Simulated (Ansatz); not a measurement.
# CH6AlF: saddle-point search

System: CH6AlF.
Method: RKS PBE0-D4/def2-TZVP (Ansatz 0.2.0).

The geometry is a guess of a transition state. The reaction was set up to form Al1–C6 and F2–H5 and to break Al1–F2 and H5–C6 (atoms counted from 1 in the order of the input); sticks are drawn by distance alone. Figures and captions count atoms from 1; the log counts them from 0 in places.

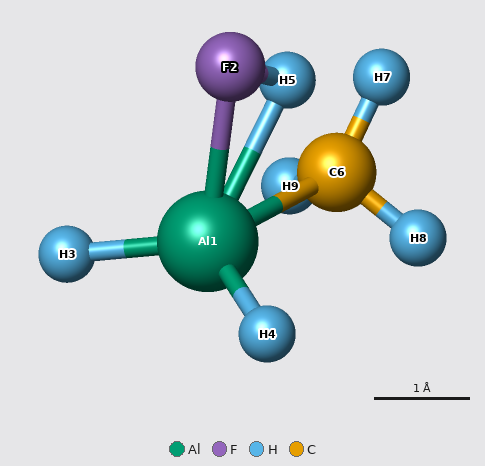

Figure 1. The structure as given in the input (ball-and-stick view, seen at a tilt; atoms are numbered from 1 in the order of the input). Sticks mark near contacts. Bond lengths as drawn: Al–C 2.07 Å, Al–F 1.96 Å, Al–H 1.59 to 1.90 Å, C–H 1.10 to 1.11 Å and F–H 1.04 Å.

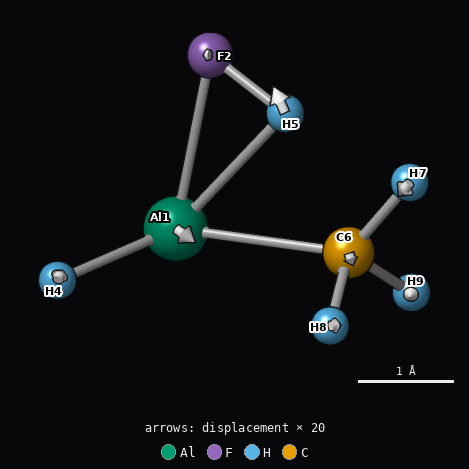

Figure 2. The starting structure with the displacements as white arrows, magnified 20 times (ball-and-stick view, seen at a tilt). The two geometries are laid on each other by the best rigid fit. The atom that moves furthest after the best rigid fit is H5 (0.016 Å). By element the largest moves are H 0.016 Å, Al 0.014 Å, C 0.008 Å, F 0.005 Å. Among the contacts that change: F2–H5 1.045 → 1.035 Å, Al1–C6 2.068 → 2.058 Å, C6–H8 1.102 → 1.093 Å, C6–H7 1.111 → 1.103 Å. (Atoms are counted from 1 in the order of the input.)

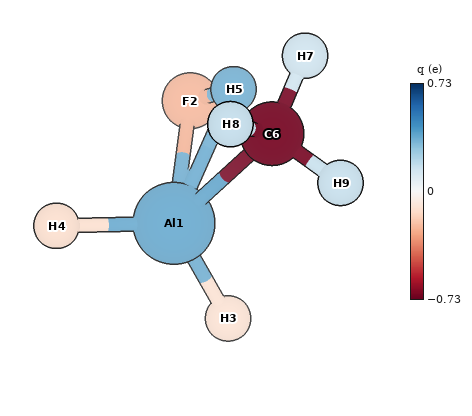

Figure 3. Mulliken charges, as the colour of each atom (ball-and-stick view, seen at a tilt; atoms are numbered from 1 in the order of the input). By element: Al +0.39, F −0.28, H −0.13 to +0.38 and C −0.70 e.

The input that produced these results follows, with the program's output.

Input:
```yaml
crystal:
  periodic: [false, false, false]
  atoms:
    - {symbol: Al, position_ang: [-0.491744, -1.001158, 0.162333]}
    - {symbol: F, position_ang: [-1.657208, 0.335473, -0.671136]}
    - {symbol: H, position_ang: [-0.200166, -2.129744, -0.912916]}
    - {symbol: H, position_ang: [-1.056810, -1.298951, 1.613880]}
    - {symbol: H, position_ang: [-0.722745, 0.768712, -0.496745]}
    - {symbol: C, position_ang: [0.781836, 0.624571, 0.058991]}
    - {symbol: H, position_ang: [0.605118, 1.649935, -0.330660]}
    - {symbol: H, position_ang: [1.098450, 0.788455, 1.102083]}
    - {symbol: H, position_ang: [1.643169, 0.262708, -0.525928]}
basis:
  gaussian: {orbitals: def2-TZVP}
hamiltonian: {xc: pbe0, dispersion: d4}
saddle:
  f_tol: 0.01
  max_steps: 150
  mode_guess:
    - [0.3064, -0.0029, 0.1053]
    - [-0.0726, 0.1111, -0.0803]
    - [-0.0530, -0.0129, -0.0006]
    - [-0.0477, -0.0308, -0.0263]
    - [-0.6190, 0.2847, -0.2969]
    - [0.1739, -0.1832, 0.1315]
    - [-0.1726, -0.2570, 0.0278]
    - [0.2752, 0.0624, 0.0644]
    - [0.2093, 0.0286, 0.0753]
```

The program's output:
```
Functional definition: PBE0
  name "PBE0"
  cite "Adamo & Barone, J. Chem. Phys. 110, 6158 (1999) doi:10.1063/1.478522"
  cite "Perdew, Burke & Ernzerhof, Phys. Rev. Lett. 77, 3865 (1996) doi:10.1103/PhysRevLett.77.3865"
  parent pbe
  parameter a = 0.25
  parameter kappa = 0.804
  parameter beta = 0.06672455060314922
  exchange = (1 - a)*pbe_x(kappa = kappa, mu = beta*pi^2/3) + a*exact_x
  correlation = pbe_c(beta = beta)
879 factors; their error is unknown
mean field evaluation 1: about -10437.7085 eV, gradient 5.1e1 eV
mean field evaluation 2: about -10436.1887 eV, gradient 5.4e1 eV
mean field evaluation 4: about -10443.1141 eV, gradient 1.4e0 eV
mean field evaluation 8: about -10443.1340 eV, gradient 3.3e-2 eV
mean field -10443.13395814 eV, -383.7780943513 hartree, gradient 6.1e-6 eV, S^2 0.000000; 0 other end points of the search recorded, 0 dependent functions left out
the calculation of the forces begins
reference -10443.13398970 eV, -383.7780955112 hartree; 17, 17 occupied and 118, 118 virtual orbitals, 879 factors
these checks for a lower state are left out or cut short: stability, starts, cluster_reference, orbital_swaps, neighbouring_geometries, increment
879 factors; their error is unknown
mean field evaluation 16: about -10443.1164 eV, gradient 5.4e-1 eV
mean field -10443.13361689 eV, -383.7780818105 hartree, gradient 8.5e-7 eV, S^2 0.000000; 0 other end points of the search recorded, 0 dependent functions left out
[... from here on the field's lines of each further geometry are left out, up to the last ...]
saddle step   1: F+E_penalty+E_count = -10443.23289224 eV  max|allowed force component| = 2.743e-1 eV/Å  curvature = -2.2621 eV/Å²  mode residual = 5.55e-1 eV/Å²  Δτ_max = 0.0000 Å  (1 rotations, 3 force calls, 67 SCF iters)  cluster: 3 rotations left out, max|force component along them| = 3.657e-9 eV/Å
saddle step   2: F+E_penalty+E_count = -10443.23663379 eV  max|allowed force component| = 7.380e-2 eV/Å  curvature = -2.2957 eV/Å²  mode residual = 3.46e-1 eV/Å²  Δτ_max = 0.0092 Å  (1 rotations, 3 force calls, 72 SCF iters)  cluster: 3 rotations left out, max|force component along them| = 1.965e-8 eV/Å
saddle step   3: F+E_penalty+E_count = -10443.23699604 eV  max|allowed force component| = 3.584e-2 eV/Å  curvature = -2.1068 eV/Å²  mode residual = 2.57e-1 eV/Å²  Δτ_max = 0.0037 Å  (1 rotations, 3 force calls, 72 SCF iters)  cluster: 3 rotations left out, max|force component along them| = 1.982e-8 eV/Å
saddle step   4: F+E_penalty+E_count = -10443.23697742 eV  max|allowed force component| = 3.845e-2 eV/Å  curvature = -2.0713 eV/Å²  mode residual = 2.46e-1 eV/Å²  Δτ_max = 0.0024 Å  (1 rotations, 3 force calls, 65 SCF iters)  cluster: 3 rotations left out, max|force component along them| = 6.041e-9 eV/Å
saddle step   5: F+E_penalty+E_count = -10443.23694974 eV  max|allowed force component| = 1.471e-2 eV/Å  curvature = -1.9772 eV/Å²  mode residual = 2.22e-1 eV/Å²  Δτ_max = 0.0032 Å  (1 rotations, 3 force calls, 72 SCF iters)  cluster: 3 rotations left out, max|force component along them| = 1.977e-8 eV/Å
saddle step   6: F+E_penalty+E_count = -10443.23691553 eV  max|allowed force component| = 1.171e-2 eV/Å  curvature = -1.9026 eV/Å²  mode residual = 2.13e-1 eV/Å²  Δτ_max = 0.0026 Å  (1 rotations, 3 force calls, 65 SCF iters)  cluster: 3 rotations left out, max|force component along them| = 3.558e-9 eV/Å
saddle step   7: F+E_penalty+E_count = -10443.23692742 eV  max|allowed force component| = 9.717e-3 eV/Å  curvature = -1.8743 eV/Å²  mode residual = 1.91e-1 eV/Å²  Δτ_max = 0.0011 Å  (1 rotations, 8 force calls, 168 SCF iters)  cluster: 3 rotations left out, max|force component along them| = 5.442e-9 eV/Å
saddle search: the force at step 8 is within saddle.f_tol, and the search now checks the order of the point unasked, as it does wherever a lone molecule whose rigid rotations it leaves out would converge (saddle.isolated_cluster): at most 100 rotations across the mode and 202 force calls, two more next to a line or behind a second negative curvature, two more where it reads a positive, two for each turn that reads one and six more at each negative that it reads, and up to 22 at one that stands (24 where saddle.amplitude is under 0.005 Å), over each length that the point is read over (saddle.order_check: false declines the check)
saddle search: the rotation starts from a random direction (saddle.seed = 0)
the calculation of the forces begins
reference -10443.13558295 eV, -383.7781540617 hartree; 17, 17 occupied and 118, 118 virtual orbitals, 879 factors
879 factors; their error is unknown
mean field evaluation 512: about -10443.1379 eV, gradient 6.5e-6 eV
mean field -10443.13792650 eV, -383.7782401858 hartree, gradient 5.2e-5 eV, S^2 0.000000; 1 other end points of the search recorded, 0 dependent functions left out
the calculation of the forces begins
reference -10443.13795804 eV, -383.7782413446 hartree; 17, 17 occupied and 118, 118 virtual orbitals, 879 factors
saddle step   8: F+E_penalty+E_count = -10443.23693512 eV  max|allowed force component| = 7.278e-4 eV/Å  curvature = -1.9077 eV/Å² (error put at 0.0010; -1.9086 at half of saddle.amplitude)  mode residual = 1.69e-1 eV/Å²  Δτ_max = 0.0022 Å  (1 rotations, 44 force calls, 933 SCF iters)  order check (unasked): unresolved, curvature across the mode = +0.0191 eV/Å² (36 force calls)  cluster: 3 rotations left out, max|force component along them| = 1.928e-8 eV/Å
saddle search: converged; its order check could not tell the order of the point: after 31 rotations it read +0.019 eV/Å² across the mode with a residual of 6.79e-2 eV/Å², and holds the second-lowest curvature to +0.019 eV/Å² at the most. That shows no second curvature under the negative of saddle.curvature_tol, and does not show that there is none
Total energy: -10443.23696666 eV, -383.7818798444 hartree
Atom 0 at    -0.479577    -0.994988     0.164383 Å, force     0.000079     0.000381    -0.000212 eV/Å
Atom 1 at    -1.659807     0.331422    -0.670766 Å, force     0.000728     0.000279     0.000297 eV/Å
Atom 2 at    -0.206515    -2.125781    -0.908326 Å, force    -0.000111    -0.000192    -0.000148 eV/Å
Atom 3 at    -1.058356    -1.299612     1.605285 Å, force    -0.000091    -0.000059     0.000206 eV/Å
Atom 4 at    -0.738023     0.770505    -0.502318 Å, force    -0.000588    -0.000415    -0.000124 eV/Å
Atom 5 at     0.788869     0.622997     0.062025 Å, force    -0.000053    -0.000222    -0.000148 eV/Å
Atom 6 at     0.607178     1.639512    -0.326852 Å, force    -0.000112     0.000068    -0.000069 eV/Å
Atom 7 at     1.102792     0.789311     1.096169 Å, force    -0.000029     0.000037    -0.000005 eV/Å
Atom 8 at     1.643341     0.266633    -0.519697 Å, force     0.000178     0.000123     0.000204 eV/Å
Dipole moment:     0.234051     0.340324    -0.032271 e Å
```

Results in brief:

- outcome: converged
- total energy: −10443.2370 eV
- mean-field energy: −10443.1380 eV
- dispersion energy: −0.0990 eV
- largest force (length of the vector) at the end: 0.001 eV/Å
- dipole moment: 1.99 D
- hardware: 2 CPU threads, shared host
- wall time: 1.9 min (CPU time 3.4 min)
- peak memory: 0.27 GiB

The program could not tell the order of the saddle point.
